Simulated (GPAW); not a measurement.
Consider MnZn (Pm-3m).

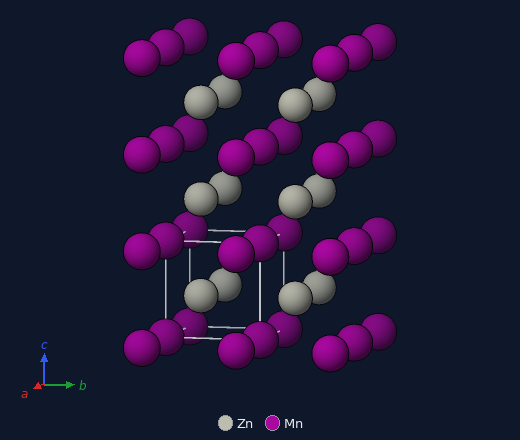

The structure (zinc light grey, manganese purple). 2×2×3 cells are drawn. Some periodic images of atoms are drawn too.

```
Zn Mn
1.0
     3.07000    0.00000    0.00000
     0.00000    3.07000    0.00000
     0.00000    0.00000    3.07000
Zn Mn
1 1
Direct
  0.50000 0.50000 0.50000
  0.00000 0.00000 0.00000
```

Absorber: atom 1, with 8 Mn at 2.66 Å and 6 Zn at 3.07 Å (cube and octahedron, as in bcc, site symmetry m-3m). Method: GPAW, LDA, excited-electron core hole (neutral cell), 16-atom cell with 6.1 Å between holes, 4×4×4 k points, dipole transitions, Gaussian full width 1.67 eV up to 4 eV, rising linearly to 3.5 eV at 25 eV.

**Question.** Where do the maxima of the Zn K edge fall?

Main maxima up to 30 eV above the zero (height): 7.4 eV (1.57), 14.4 eV (1.31), 18.0 eV (0.92), 23.4 eV (1.00) and 28.6 eV (1.16). A K edge sees empty p states on the absorber. The total-energy difference is 9640.42 eV. The tabulated edge of the element is 9659 eV. The functional leaves an error in such absolute values: in the free atom LDA prices this hole 19.1 eV below PBE (computed apart), and PBE is itself good to a few eV.

The Zn K spectrum (energy from the lowest empty level; intensity scaled to a mean of 1 over the first 20 eV):

| E (eV) | intensity |
| --- | --- |
| -2.0 | 0.00 |
| -0.5 | 0.13 |
| 1.0 | 0.45 |
| 2.5 | 0.52 |
| 4.0 | 0.71 |
| 5.5 | 1.26 |
| 7.0 | 1.56 |
| 8.5 | 1.43 |
| 10.0 | 1.16 |
| 11.5 | 1.00 |
| 13.0 | 1.03 |
| 14.5 | 1.30 |
| 16.0 | 0.93 |
| 17.5 | 0.90 |
| 19.0 | 0.86 |
| 20.5 | 0.75 |
| 22.0 | 0.89 |
| 23.5 | 1.00 |
| 25.0 | 0.93 |
| 26.5 | 0.98 |
| 28.0 | 1.15 |
| 29.5 | 1.12 |
| 31.0 | 1.04 |

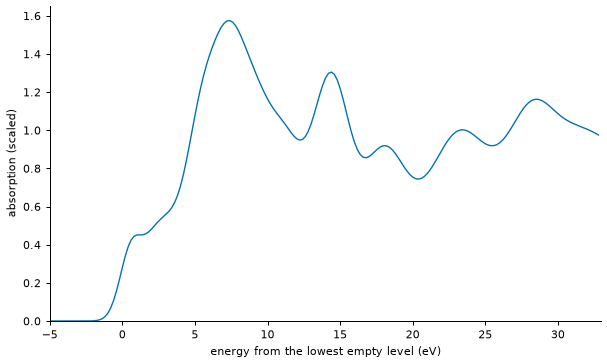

The Zn K edge.

The hole lies in one spin channel, while the script sums the empty states of both and takes the lower zero; where the two channels are split, this blurs and shifts the curve. The script folds with a Gaussian, whereas the core hole's own line is a Lorentzian, so the onset is too steep and the first peak too high. The spins start ferromagnetically in a simple order, which needn't be the measured one; gap and edge can depend on it. The holes are only 6.1 Å apart, so the shape is probably not converged with cell size; no larger cell was run here. Lifetime broadening is put in by hand, and intensities beyond about 20 eV depend on it and on the partial waves. The structure is a published determination, not relaxed.

[Banner, clock and machine lines of the logs are left out without a mark of their own.]

[Logs are printed without paths, hosts, clocks, repeated set-up lines and the standing remarks that a program may print on its own settings, such as how far it seeks lower states.]

[Hosts, paths, dates, database ids (printed as entryN), source tags and the programs' standing remarks are cut or masked in the printed files.]

[Lists of maxima count a maximum above −3 eV only where it reaches 4 % of the highest in the window and stands out from its surroundings by 2 % of it (1.5 % where it reaches 55 %); shoulders and weaker maxima are passed over, and of the rest the first, up to two pre-edge ones and the few strongest are named.]
